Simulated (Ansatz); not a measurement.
## Electronic structure of AlCl2H2N in real space

Input

```
crystal:
  periodic: [false, false, false]
  atoms:
    - { symbol: Al, position_ang: [0.0, 0.0, 0.0] }
    - { symbol: "N", position_ang: [0.0, 0.0, 1.92] }
    - { symbol: H, position_ang: [-0.877, -0.2713, 2.45] }
    - { symbol: H, position_ang: [0.877, 0.2713, 2.45] }
    - { symbol: Cl, position_ang: [1.9312, 0.0, -1.115] }
    - { symbol: Cl, position_ang: [-1.9312, 0.0, -1.115] }
basis:
  gaussian: { orbitals: def2-SVP }
hamiltonian:
  xc: pbe
  dispersion: d4
relax:
  f_tol: 0.02
  max_steps: 40
output:
  orbitals: {}
```

Command:

```sh
ansatz run input.yaml --threads 1 --pin off --max-ram 2048MiB --backend cpu --events-out ev --progress --plain --runs-dir out
```

The fields are those of the run's last geometry, not of the input's.

Level of theory: Ansatz, RKS PBE-D4/def2-SVP.

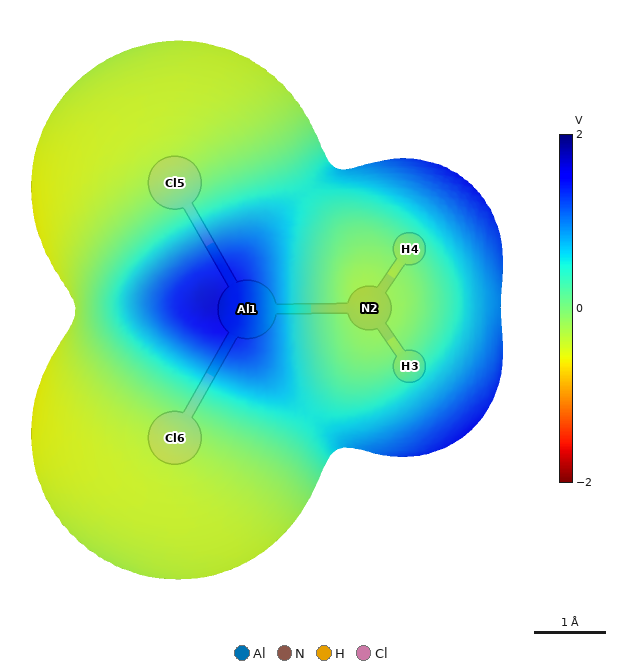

Figure 1. The molecular electrostatic potential painted on the density surface at 0.001 e/bohr³, seen at a tilt; red is negative and blue positive.

Question: Describe the electrostatic potential map.

Answer: The most negative region (about −0.6 V, or −14 kcal/mol for a unit charge) lies over Cl5 and Cl6, the most positive (about +1.6 V, or +37 kcal/mol for a unit charge) over Al1.

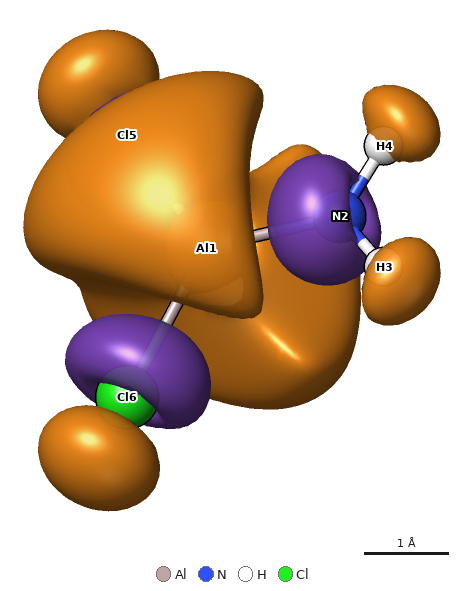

Figure 2. One frontier orbital at ±0.08 Å⁻³ᐟ² (orange and purple are the two phases), seen at a tilt.

Question: Which orbital is it: HOMO or LUMO?

Answer: The LUMO, at −1.30 eV. By Hirshfeld shares it lies mainly on Al1 (about 55 %), Cl5 (about 15 %), Cl6 (about 15 %) and N2 (about 10 %); it is symmetric in the molecular plane (an in-plane orbital: σ, lone-pair or in-plane π type).

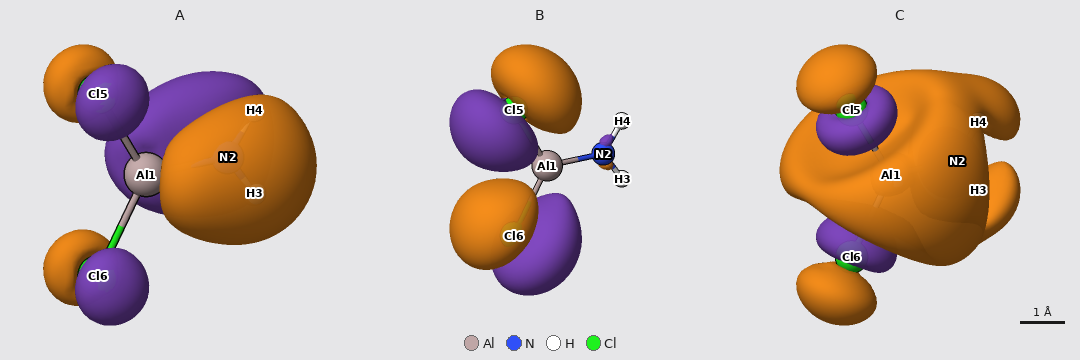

Figure 3. Three frontier orbitals at ±0.06 Å⁻³ᐟ² (orange and purple are the two phases), in no order.

Question: Order the three orbitals by energy and name them.

Answer: B is the HOMO−1 (−7.50 eV). It lies mainly on Cl5 (about 45 %) and Cl6 (about 45 %); it is symmetric in the molecular plane (an in-plane orbital: σ, lone-pair or in-plane π type); largely a combination of lone pairs on Cl5 and Cl6. A is the HOMO (−6.30 eV). It lies mainly on N2 (about 70 %); it changes sign across the molecular plane (π type). C is the LUMO (−1.30 eV). By Hirshfeld shares it lies mainly on Al1 (about 55 %), Cl5 (about 15 %), Cl6 (about 15 %) and N2 (about 10 %); it is symmetric in the molecular plane (an in-plane orbital: σ, lone-pair or in-plane π type).

Question: What is the HOMO–LUMO gap?

Answer: 5.00 eV between the orbital energies.
